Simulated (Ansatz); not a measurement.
**triplet AlHCl2: levels of theory compared**

Wanted: a comparison of 6 runs (U-wB97M-V/STO-3G, UBLYP/STO-3G, RPA@PBE/STO-3G, UCCSDTQ/STO-3G, UCCSD/STO-3G, UCCSD(T)/STO-3G) of triplet AlHCl2. 

The calculation is run with Ansatz 0.2.0.

59 further runs of the same task are left out: 4 that didn't finish, 55 set aside as unsound or not needed.

### Step 1. The molecule

AlHCl2 has 4 atoms, charge 0, and is taken as a triplet. SMILES of the parent species: `[H][Al]([Cl])[Cl]`. The shape comes from GFN2-xTB, which is rough for such elements, and wasn't checked as a minimum. That shape belongs to the parent species and isn't relaxed for this state.

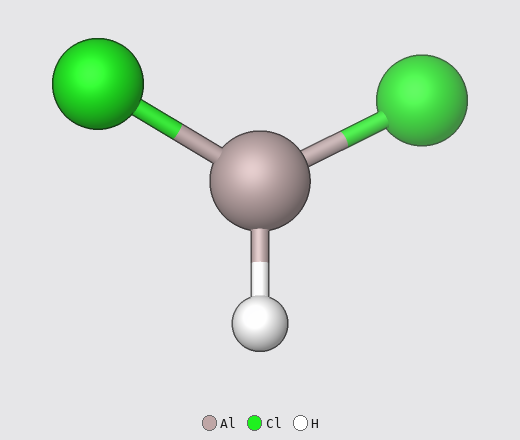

Viewed from a chosen angle; aluminium light grey, chlorine green, hydrogen white.

### Step 2. The energy at U-wB97M-V/STO-3G (run 1)

input.yaml

```yaml
basis:
  gaussian: {orbitals: STO-3G}
crystal:
  periodic: [false, false, false]
  atoms:
    - symbol: Al
      position_ang: [-0.047750, -0.080660, -0.000420]
    - symbol: Cl
      position_ang: [1.971850, -0.182600, 0.014280]
    - symbol: Cl
      position_ang: [-1.095680, 1.649890, -0.015830]
    - symbol: H
      position_ang: [-0.828410, -1.386630, 0.001980]
magnetization: {spin_polarized: true, initial_magnetization: 2}
hamiltonian: {xc: {name: wB97M-V}}
accuracy: high
```

Launch:

```sh
$ ansatz run input.yaml --threads 1 --pin off --max-ram 2610MiB --events-out events.jsonl --progress --plain --runs-dir runs
```

The log of the run, shortened:

```text
Warning: RAYON_NUM_THREADS=1 ignored (pool sized by the plan → 1); use --threads N
Functional definition: wB97M-V
  name "wB97M-V"
[...]
  gx(w, u) = 1 - cx + cx01*u + cx10*w
  gss(w, u) = css00 + css04*u^4 + css10*w + css20*w^2 + css43*w^4*u^3
  gos(w, u) = cos00 + cos10*w + (cos20 + cos21*u)*w^2 + (cos60 + cos61*u)*w^6
[...]
      + integral(e_c_pw_mod_opposite_spin*gos(b97_w_opposite, b97_u_opposite)) + vv10(b, c)
504 factors; integrals over basis functions are off by at most 2.2e-8 eV
166 factors; integrals over basis functions are off by at most 6.2e-10 eV
[...]
mean field -31305.16974891 eV, -1150.4437688662 hartree, gradient 2.7e-8 eV, S^2 2.004099; 12 other end points of the search recorded, 0 dependent functions left out
reference -31305.16975105 eV, -1150.4437689448 hartree; 25, 23 occupied and 3, 5 virtual orbitals, 504 factors
Total energy: -31305.16975105 eV, -1150.4437689448 hartree
```

Wall time 87 s (1 thread of Arm Neoverse V1, shared host); peak memory 0.59 GiB.

### Step 3. The energy at UBLYP/STO-3G (run 2)

input.yaml

```yaml
crystal:
  periodic: [false, false, false]
  atoms:
    - {symbol: Al, position_ang: [-0.047750, -0.080660, -0.000420]}
    - {symbol: Cl, position_ang: [1.971850, -0.182600, 0.014280]}
    - {symbol: Cl, position_ang: [-1.095680, 1.649890, -0.015830]}
    - {symbol: H, position_ang: [-0.828410, -1.386630, 0.001980]}
basis:
  gaussian:
    orbitals: STO-3G
total_charge: 0
magnetization:
  spin_polarized: true
  initial_magnetization: 2
hamiltonian:
  xc: {name: BLYP}
accuracy: high
```

Launch:

```sh
$ ansatz run input.yaml --threads 1 --pin off --max-ram 2610MiB --events-out events.jsonl --progress --plain --runs-dir runs
```

The log of the run:

```text
Warning: RAYON_NUM_THREADS=1 ignored (pool sized by the plan → 1); use --threads N
Functional definition: BLYP
  name "BLYP"
  parameter beta = 0.0042
  parameter a = 0.04918
  parameter b = 0.132
  parameter c = 0.2533
  parameter d = 0.349
  exchange = b88_x(beta = beta)
  correlation = lyp_c(a = a, b = b, c = c, d = d)
504 factors; integrals over basis functions are off by at most 2.2e-8 eV
mean field evaluation 1: about -31295.6247 eV, gradient 1.6e1 eV
mean field evaluation 2: about -31291.1501 eV, gradient 2.9e1 eV
mean field evaluation 4: about -31295.6449 eV, gradient 1.2e1 eV
mean field evaluation 8: about -31299.0048 eV, gradient 3.6e-1 eV
mean field evaluation 16: about -31298.9897 eV, gradient 3.4e-4 eV
mean field evaluation 32: about -31296.8092 eV, gradient 6.7e0 eV
mean field evaluation 64: about -31298.4709 eV, gradient 2.9e0 eV
mean field -31298.98973839 eV, -1150.2166576685 hartree, gradient 2.4e-8 eV, S^2 2.001382; 8 other end points of the search recorded, 0 dependent functions left out
reference -31298.98977731 eV, -1150.2166590988 hartree; 25, 23 occupied and 3, 5 virtual orbitals, 504 factors
Total energy: -31298.98977731 eV, -1150.2166590988 hartree
```

It took 6.6 s on 1 thread of Arm Neoverse V1, shared host; peak memory 0.15 GiB.

### Step 4. A single-point energy at RPA@PBE/STO-3G (run 3)

molecule.yaml

```yaml
crystal:
  periodic: [false, false, false]
  atoms:
    - {symbol: Al, position_ang: [-0.047750, -0.080660, -0.000420]}
    - {symbol: Cl, position_ang: [1.971850, -0.182600, 0.014280]}
    - {symbol: Cl, position_ang: [-1.095680, 1.649890, -0.015830]}
    - {symbol: H, position_ang: [-0.828410, -1.386630, 0.001980]}
basis:
  gaussian:
    orbitals: STO-3G
magnetization:
  spin_polarized: true
  initial_magnetization: 2
hamiltonian:
  xc: {name: PBE}
accuracy: high
correlation:
  method: rpa
  frozen_orbitals: {Al: 5, Cl: 5, H: 0}
```

Launch:

```sh
$ ansatz run molecule.yaml --threads 1 --pin off --max-ram 2610MiB --events-out events.jsonl --progress --plain --runs-dir runs
```

The log of the run, shortened:

```text
Warning: RAYON_NUM_THREADS=1 ignored (pool sized by the plan → 1); use --threads N
Functional definition: PBE
  name "PBE"
[...]
504 factors; integrals over basis functions are off by at most 2.2e-8 eV
[...]
mean field -31287.53932362 eV, -1149.7958626873 hartree, gradient 3.6e-8 eV, S^2 2.001553; 10 other end points of the search recorded, 0 dependent functions left out
15 core orbitals not correlated: weight in the atoms' cores, before any rotation towards them, 0.999 or more for the frozen orbitals, at most 0.000 for the correlated occupied ones
reference -31254.27331408 eV, -1148.5733593850 hartree; 10, 8 occupied and 3, 5 virtual orbitals, 504 factors
Total energy: -31258.29170513 eV, -1148.7210325325 hartree
```

Run time: 9.9 s. Hardware: 1 thread of Arm Neoverse V1, shared host; peak memory 0.16 GiB.

Runs 4 to 5 aren't shown in full; the table further down has their settings and results.

### Step 5. A single-point energy at UCCSD(T)/STO-3G (run 6)

run.yaml

```yaml
crystal:
  periodic: [false, false, false]
  atoms:
    - {symbol: Al, position_ang: [-0.047750, -0.080660, -0.000420]}
    - {symbol: Cl, position_ang: [1.971850, -0.182600, 0.014280]}
    - {symbol: Cl, position_ang: [-1.095680, 1.649890, -0.015830]}
    - {symbol: H, position_ang: [-0.828410, -1.386630, 0.001980]}
basis:
  gaussian:
    orbitals: STO-3G
magnetization:
  spin_polarized: true
  initial_magnetization: 2
correlation:
  method: ccsd_t
  frozen_orbitals: {Al: 5, Cl: 5, H: 0}
accuracy: high
scf:
  omitted_lower_state_checks: [cluster_reference, increment]
```

Launch:

```sh
$ ansatz run run.yaml --threads 1 --pin off --max-ram 2610MiB --events-out events.jsonl --progress --plain --runs-dir runs
```

The log of the run:

```text
Warning: RAYON_NUM_THREADS=1 ignored (pool sized by the plan → 1); use --threads N
[... 15 lines left out ...]
15 core orbitals not correlated: weight in the atoms' cores, before any rotation towards them, 0.999 or more for the frozen orbitals, at most 0.000 for the correlated occupied ones
[... 43 lines left out ...]
Total energy: -31256.24139770 eV, -1148.6456851242 hartree
Checks for a lower state left out: cluster_reference, increment
```

Run time: 1.1 s. Hardware: 1 thread of Arm Neoverse V1, shared host.

### Step 6. The series

```csv
run,level,frozen core orbitals,energy (Eh),⟨S²⟩,wall time
1,U-wB97M-V/STO-3G,–,-1150.443769,2.004,87 s
2,UBLYP/STO-3G,–,-1150.216659,2.001,6.6 s
3,RPA@PBE/STO-3G,15,-1148.721033,2.002,9.9 s
4,UCCSDTQ/STO-3G,15,-1148.646170,2.008,98 s
5,UCCSD/STO-3G,15,-1148.643935,2.008,1.1 s
6,UCCSD(T)/STO-3G,15,-1148.645685,2.008,1.1 s
```

### Step 7. What came out

| quantity | value |
| --- | --- |
| run 6: total energy | -1148.64569 Eh |
| run 6: correlation energy (15 core orbitals frozen) | -44.7 mEh |
| run 6: (T) correction | -1.75 mEh |
| run 6: ⟨S²⟩ of the reference determinant | 2.008 |
| run 6: T1 diagnostic | 0.048 |

**Reading.** Totals of different functionals can't be ranked against each other. In runs 1, 2, 3, 4, 5, 6 the basis is minimal, so the values are rough. All runs together took 3.4 min, the longest 98 s.
